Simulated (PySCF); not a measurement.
**One shape, several levels: C3H5O− (SMILES C=CC[O-])**

Aim: a comparison of 6 runs (HF/def2-SVP, PBE0/def2-SVP, B3LYP/def2-SVPD, M06-2X/def2-SVPD, B2PLYP/cc-pVTZ, MP2/6-31G**) of C3H5O−. Input form: a Python script.

The results are computed with PySCF 2.14.0.

## 1. Starting point

The species is C3H5O− (9 atoms), meant as a singlet with charge -1. As SMILES, `C=CC[O-]`. The shape is that of a GFN2-xTB optimisation. This is one conformer, not always the lowest.

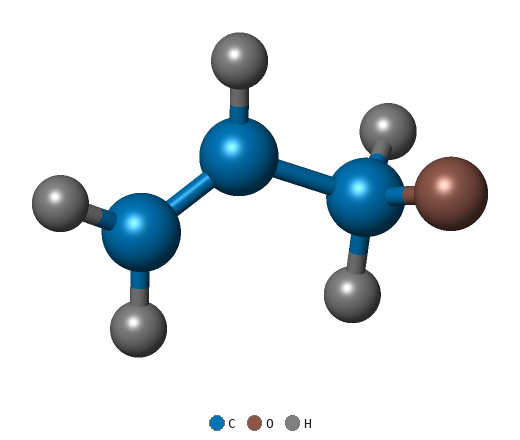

Viewed from a chosen angle; carbon blue, oxygen brown, hydrogen grey.

## 2. Energy and gradient at HF/def2-SVP (run 1)

Input file input.xyz:

```xyz
9
C3H5O
C     -0.551990     1.055680    -0.726450
C      0.398050     0.356280    -0.118150
C      0.219540    -0.996860     0.543870
O      0.246070    -0.824110     1.849650
H     -0.438840     2.100500    -0.998180
H     -1.509070     0.614470    -0.966920
H      1.336460     0.841720     0.133460
H     -0.744770    -1.455000     0.142060
H      1.044560    -1.692680     0.140660
```

Input file run.py:

```python
import pyscf.grad
from pyscf import gto, scf

molecule = gto.M(
    atom='input.xyz',
    verbose=4,
    basis='def2-svp',
    spin=0,
    charge=-1,
    max_memory=1860,
)

hf = scf.RHF(molecule)
hf.conv_tol = 1e-10
hf.kernel()
if not hf.converged:
    hf = hf.newton().run(hf.mo_coeff, hf.mo_occ)

energy = hf.e_tot
print('E(%s) = %.9f' % ('HF', energy))
grad = hf.Gradients().kernel()
hf.analyze()
```

Started as:

```bash
OMP_NUM_THREADS=1 python run.py
```

What it wrote:

```text
PySCF version 2.14.0

[... 92 lines left out ...]
MO #4   energy= -11.0412135152076  occ= 2
[... 10 lines left out ...]
MO #15  energy= -0.0989375732916482 occ= 2
[... 10 lines left out ...]
MO #26  energy= 0.765476888491347  occ= 0
[... 10 lines left out ...]
MO #37  energy= 1.11074894291856   occ= 0
[... 10 lines left out ...]
MO #48  energy= 1.78093006530805   occ= 0
[... 10 lines left out ...]
MO #59  energy= 2.33837505596172   occ= 0
[... 10 lines left out ...]
MO #70  energy= 3.11751066607603   occ= 0
[... 10 lines left out ...]
MO #81  energy= 4.20112829993502   occ= 0
[... 94 lines left out ...]
WARN: System has nonzero charge -1; the dipole moment is origin-dependent.
Location of origin: [0. 0. 0.]

Dipole moment(X, Y, Z, Debye): -0.47532,  2.89893, -6.07358
```

Wall time 14 s (1 thread of Intel Xeon at 2.50GHz (Skylake/Cascade Lake), shared host); peak memory 0.16 GiB.

## 3. Energy and gradient at PBE0/def2-SVP (run 2)

Input file job.py:

```python
# C=CC[O-]
from pyscf import gto, dft

molecule = gto.M(
    atom='''
C     -0.551990     1.055680    -0.726450
C      0.398050     0.356280    -0.118150
C      0.219540    -0.996860     0.543870
O      0.246070    -0.824110     1.849650
H     -0.438840     2.100500    -0.998180
H     -1.509070     0.614470    -0.966920
H      1.336460     0.841720     0.133460
H     -0.744770    -1.455000     0.142060
H      1.044560    -1.692680     0.140660
''',
    verbose=3,
    basis='def2-svp',
    spin=0,
    max_memory=1860,
    charge=-1,
)

mf = dft.RKS(molecule)
mf.xc = 'pbe0'
mf.grids.level = 5
mf.conv_tol = 1e-10
mf.kernel()
if not mf.converged:
    mf = mf.newton().run(mf.mo_coeff, mf.mo_occ)

energy = mf.e_tot
print('Final energy', energy)
grad = mf.nuc_grad_method().kernel()
dip = mf.dip_moment()
pop, q = mf.mulliken_pop()
```

Started as:

```bash
OMP_NUM_THREADS=1 python job.py
```

What it wrote:

```text
converged SCF energy = -192.113285387152
Final energy -192.11328538715247
--------------- RKS gradients ---------------
         x                y                z
0 C     0.0024742300    -0.0083026598     0.0080290905
1 C     0.0012773683     0.0118312914    -0.0053646418
2 C    -0.0039393594     0.0033726602    -0.0203921801
[... 5 lines of this table left out ...]
8 H     0.0006261880     0.0015933026     0.0082480703
----------------------------------------------

WARN: System has nonzero charge -1; the dipole moment is origin-dependent.
Location of origin: [0. 0. 0.]

Dipole moment(X, Y, Z, Debye): -0.49353,  2.63349, -5.06788
[... 91 lines left out ...]
charge of    8H =     -0.16683
```

Run time: 61 s. Hardware: 1 thread of Intel Xeon at 2.50GHz (Skylake/Cascade Lake), shared host; peak memory 0.81 GiB.

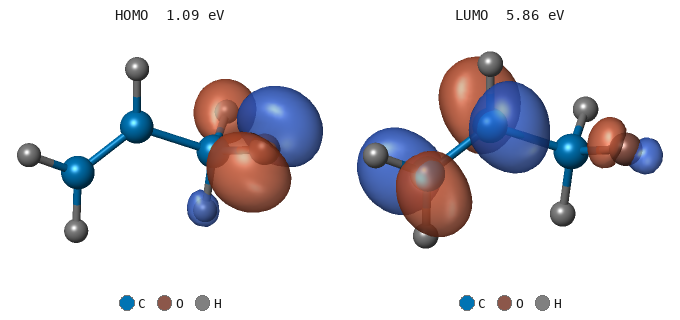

Frontier orbitals of this run, surfaces at ±0.2 Å^-3/2.

Runs 3 to 4 aren't shown in full; the table further down has their settings and results.

## 4. The energy at B2PLYP/cc-pVTZ (run 5)

Input file calc.py:

```python
from pyscf import gto, dft, mp

mol = gto.M(
    atom=[
    ('C', (-0.551990, 1.055680, -0.726450)),
    ('C', (0.398050, 0.356280, -0.118150)),
    ('C', (0.219540, -0.996860, 0.543870)),
    ('O', (0.246070, -0.824110, 1.849650)),
    ('H', (-0.438840, 2.100500, -0.998180)),
    ('H', (-1.509070, 0.614470, -0.966920)),
    ('H', (1.336460, 0.841720, 0.133460)),
    ('H', (-0.744770, -1.455000, 0.142060)),
    ('H', (1.044560, -1.692680, 0.140660)),
],
    charge=-1,
    spin=0,
    verbose=4,
    max_memory=1860,
    basis='cc-pvtz',
)

ks = dft.RKS(mol)
ks.xc = '0.53*HF + 0.47*B88, 0.73*LYP'
ks.conv_tol = 1e-10
ks.grids.level = 5
ks.kernel()
if not ks.converged:
    ks = ks.newton().run(ks.mo_coeff, ks.mo_occ)

pt = mp.MP2(ks, frozen=4).run()
e_final = ks.e_tot + 0.27 * pt.e_corr
print('PT2 part  %.8f' % (0.27 * pt.e_corr))
print(f'total energy: {e_final:.8f} hartree')
ks.analyze()
```

Started as:

```bash
OMP_NUM_THREADS=1 python calc.py
```

What it wrote:

```text
PySCF version 2.14.0

[... 110 lines left out ...]
MO #6   energy= -0.693477950158963 occ= 2
[... 22 lines left out ...]
MO #29  energy= 0.584514097599304  occ= 0
[... 22 lines left out ...]
MO #52  energy= 1.20270036249031   occ= 0
[... 22 lines left out ...]
MO #75  energy= 1.98987453731171   occ= 0
[... 22 lines left out ...]
MO #98  energy= 3.1215717326515    occ= 0
[... 22 lines left out ...]
MO #121 energy= 3.75906429574448   occ= 0
[... 22 lines left out ...]
MO #144 energy= 4.52637511805492   occ= 0
[... 22 lines left out ...]
MO #167 energy= 5.57410035870299   occ= 0
[... 22 lines left out ...]
MO #190 energy= 14.4382926503528   occ= 0
[... 203 lines left out ...]
WARN: System has nonzero charge -1; the dipole moment is origin-dependent.
Location of origin: [0. 0. 0.]

Dipole moment(X, Y, Z, Debye): -0.55232,  2.79759, -5.63537
```

Wall time 2.2 min (1 thread of Intel Xeon at 2.50GHz (Skylake/Cascade Lake), shared host); peak memory 1.7 GiB.

## 5. Energy and gradient at MP2/6-31G(d,p) (spherical functions) (run 6)

Input file calc.py:

```python
from pyscf import gto, mp

mol = gto.M(
    atom='''
C       -0.551990       1.055680      -0.726450
C        0.398050       0.356280      -0.118150
C        0.219540      -0.996860       0.543870
O        0.246070      -0.824110       1.849650
H       -0.438840       2.100500      -0.998180
H       -1.509070       0.614470      -0.966920
H        1.336460       0.841720       0.133460
H       -0.744770      -1.455000       0.142060
H        1.044560      -1.692680       0.140660
''',
    max_memory=1860,
    charge=-1,
    basis='6-31g**',
    verbose=4,
)

hf = mol.RHF()
hf.conv_tol = 1e-10
hf.kernel()
if not hf.converged:
    hf = hf.newton().run(hf.mo_coeff, hf.mo_occ)

pt = mp.MP2(hf, frozen=4).run()
energy = pt.e_tot
print('E = %.10f Eh' % energy)
grad = pt.nuc_grad_method().kernel()
hf.analyze()
```

Started as:

```bash
OMP_NUM_THREADS=1 python calc.py
```

What it wrote:

```text
PySCF version 2.14.0

[... 97 lines left out ...]
MO #4   energy= -11.0320334542432  occ= 2
[... 10 lines left out ...]
MO #15  energy= -0.0937628931857203 occ= 2
[... 10 lines left out ...]
MO #26  energy= 0.892095909386993  occ= 0
[... 10 lines left out ...]
MO #37  energy= 1.33409397772718   occ= 0
[... 10 lines left out ...]
MO #48  energy= 1.96198941243264   occ= 0
[... 10 lines left out ...]
MO #59  energy= 2.61211224378859   occ= 0
[... 10 lines left out ...]
MO #70  energy= 3.20991510443274   occ= 0
[... 10 lines left out ...]
MO #81  energy= 4.2599055338943    occ= 0
[... 94 lines left out ...]
WARN: System has nonzero charge -1; the dipole moment is origin-dependent.
Location of origin: [0. 0. 0.]

Dipole moment(X, Y, Z, Debye): -0.44838,  2.90927, -6.15212
```

Wall time 26 s (1 thread of Intel Xeon at 2.50GHz (Skylake/Cascade Lake), shared host); peak memory 0.39 GiB.

## 6. All runs side by side

```csv
run,level,integration grid,task,energy (Eh),HOMO energy (eV),LUMO energy (eV),HOMO–LUMO gap (eV),wall time
1,HF/def2-SVP,–,gradient,-191.133753,-2.64,9.77,12.42,14 s
2,PBE0/def2-SVP,5,gradient,-192.113285,1.09,5.86,4.77,61 s
3,B3LYP/def2-SVPD,5,gradient,-192.384952,0.32,4.55,4.22,1.7 min
4,M06-2X/def2-SVPD,5,gradient,-192.278311,-1.24,5.03,6.26,2.3 min
5,B2PLYP/cc-pVTZ,5,energy,-192.406272,-0.71,6.70,7.41,2.2 min
6,MP2/6-31G** (spherical functions),–,gradient,-191.876653,-2.50,10.22,12.72,26 s
```

## 7. Outcome

| quantity | value |
| --- | --- |
| run 6: total energy | -191.87665 Eh |
| run 6: HOMO energy (Hartree–Fock orbitals) | -2.50 eV |
| run 6: LUMO energy (Hartree–Fock orbitals) | 10.22 eV |
| run 6: HOMO–LUMO gap (to an unbound level, set by the basis) | 12.72 eV |
| run 6: correlation energy (4 core orbitals frozen) | -595.8 mEh |
| run 6: largest force on an atom | 1.043 eV/Å |

**Reading.** Over runs 1, 2, 3, 4, 5 the HOMO–LUMO gap runs from 4.22 eV (B3LYP/def2-SVPD) to 12.42 eV (HF/def2-SVP). The two ends differ in method and basis. The empty levels of an anion lie above zero and hang on the basis. Totals of different functionals can't be ranked against each other. In runs 2, 3 the HOMO lies above zero, so the outermost electron may be held by the basis alone. All runs together took 7.9 min, the longest 2.3 min.
